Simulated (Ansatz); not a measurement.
```json
{"atom": "Al", "x (Å)": "-0.2747", "y (Å)": "-0.3287", "z (Å)": "-1.8250"}
{"atom": "As", "x (Å)": "0.9483", "y (Å)": "-2.3290", "z (Å)": "-0.7622"}
{"atom": "F", "x (Å)": "-0.4686", "y (Å)": "0.5989", "z (Å)": "-0.4586"}
{"atom": "F", "x (Å)": "-1.6060", "y (Å)": "-1.1343", "z (Å)": "-2.4110"}
{"atom": "F", "x (Å)": "0.8965", "y (Å)": "0.1286", "z (Å)": "-2.9132"}
{"atom": "H", "x (Å)": "1.3507", "y (Å)": "-3.4804", "z (Å)": "-1.6446"}
{"atom": "H", "x (Å)": "0.2557", "y (Å)": "-3.1015", "z (Å)": "0.3286"}
{"atom": "H", "x (Å)": "2.2667", "y (Å)": "-2.0877", "z (Å)": "-0.0768"}
```

Geometry: PBE0-D4/def2-SVP.

Theory: isolated molecule in a Gaussian basis; Kohn-Sham density functional theory, functional PBE0 in Ansatz 0.2.0.

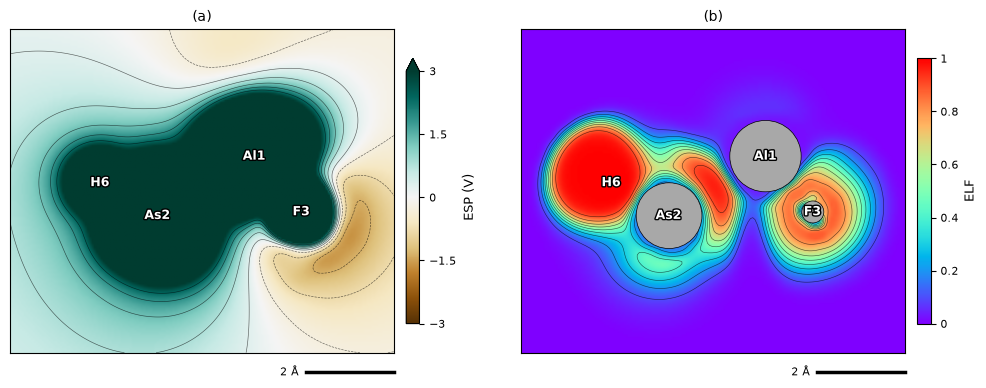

AlAsF3H3. (a) electrostatic potential; (b) electron localisation function on the plane of atoms Al1, As2 and H6. Grey discs cover the atomic cores in the ELF map.

**Interpret the plot.**

- Atoms in the plane: Al, As, F and H.
- Al–F (1.66 Å): the ELF peaks at about 0.85 in the valence shell of F, 0.6 Å from its nucleus, and is about 0.35 at the midpoint.
- Al–As (2.57 Å): the ELF peaks at about 0.95 between the atoms: a covalent bond.
- As–H (1.51 Å): the ELF climbs to about 1 towards the hydrogen, as it does in any bond to H.
- The ELF also peaks beside F3, away from the bonds: lone-pair regions.
- Outside the dense part of the molecule the potential is most negative (−1.6 V) near F3.
